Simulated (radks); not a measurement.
# Nuclear size and the levels of Sb³⁺

Aim: how the total energy, the levels and the density at the nucleus of Sb³⁺ respond when the nuclear radius is scaled.

The numbers are computed with radks (a radial shooting solver on a logarithmic mesh, Libxc functionals) version 1 (Dirac Kohn-Sham, exchange-only LDA, spin-unpolarised, spherical densities, finite nucleus), except any that are marked as measured or tabulated.

## (1) What is computed

```
element            : antimony (Z = 51)
charge             : +3
electrons          : 48
configuration      : [Kr] 4d10 5s2
nuclear rms radius : 4.6802 fm
```

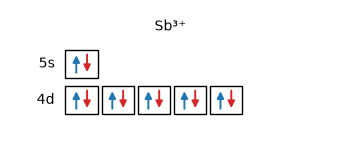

Outer shells as boxes.

## (2) rms radius 4.6802 fm

Input:

```text
Z 51
configuration [Kr] 4d10 5s2 5p0 6s0
relativity Dirac
functional lda,
spin unpolarised
j_filling energy
nucleus finite rms 4.6802 fm
c 137.035999084
```

## (3) rms radius 4.1139 fm

Changes since step 2:

```diff
@@ -6,3 +6,3 @@
 j_filling energy
-nucleus finite rms 4.6802 fm
+nucleus finite rms 4.1139 fm
 c 137.035999084
```

## (4) rms radius 4.3058 fm

Changes since step 3:

```diff
@@ -6,3 +6,3 @@
 j_filling energy
-nucleus finite rms 4.1139 fm
+nucleus finite rms 4.3058 fm
 c 137.035999084
```

## (5) rms radius 4.8534 fm

Changes since step 4:

```diff
@@ -6,3 +6,3 @@
 j_filling energy
-nucleus finite rms 4.3058 fm
+nucleus finite rms 4.8534 fm
 c 137.035999084
```

## (6) rms radius 5.6162 fm

Changes since step 5:

```diff
@@ -6,3 +6,3 @@
 j_filling energy
-nucleus finite rms 4.8534 fm
+nucleus finite rms 5.6162 fm
 c 137.035999084
```

What does the calculation give? Wanted: for each run, rms radius; total energy shift; density at nucleus; 1s1/2 shift; 2s1/2 shift; 5s1/2 shift; 5p1/2 shift; 6s1/2 shift.

**Answer**, as computed:

```
rms radius (fm)  total energy shift (eV)  density at nucleus (e/bohr³)  1s1/2 shift (meV)  2s1/2 shift (meV)  5s1/2 shift (meV)  5p1/2 shift (meV)  6s1/2 shift (meV)
         4.1139                    -1.05                     2.124e+05               -441              -50.9             -0.237             0.0585            -0.0528
         4.3058                   -0.709                     2.109e+05               -297              -34.3             -0.159             0.0394            -0.0355
         4.6802                        0                     2.081e+05                  0                  0                  0                  0                  0
         4.8534                    0.345                     2.069e+05                145               16.7             0.0775            -0.0192             0.0173
         5.6162                     1.99                     2.021e+05                833               96.0              0.447             -0.110             0.0996
```

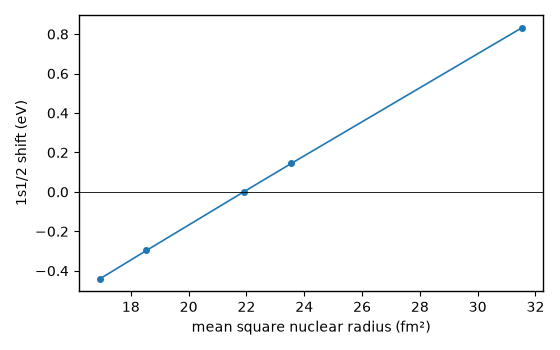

Shift of the 1s1/2 level against the mean square radius.

In words: Shifts are against the first run. Over the range the 1s1/2 level moves by 1.27 eV and the 6s1/2 level by 0.152 meV. A larger nucleus binds the 1s electrons less and lowers the density at its centre. These are shifts of eigenvalues, not the field shifts of spectral lines.
